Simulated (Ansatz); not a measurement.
**Pressure series in Cu3PdN**

Take Cu₃PdN in the anti-perovskite structure (space group Pm-3m, No. 221; a = 3.8201 Å; a cell from a computed database, its experimental status unchecked) as the base.

Cell and atoms are relaxed at each pressure.

All numbers come from DFT with PBEsol, PAW potentials and a 420 eV plane-wave cutoff in Ansatz (a first-principles code), no SOC.

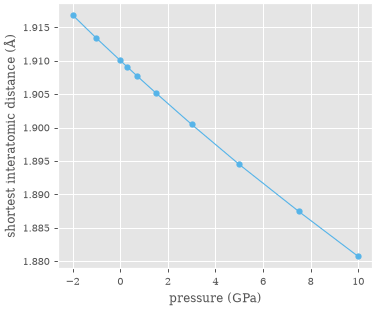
Figure. Shortest interatomic distance against pressure

```csv
pressure (GPa),shortest interatomic distance
-2,1.917 Å
-1,1.913 Å
0.3,1.909 Å
0.7,1.908 Å
1.5,1.905 Å
3,1.900 Å
5,1.894 Å
7.5,1.887 Å
10,1.881 Å
```

Load acts through the strain it causes; cell and atoms are relaxed under it. No phonon test of stability was made. No other phases were tried under pressure. All final runs are without spin polarisation.
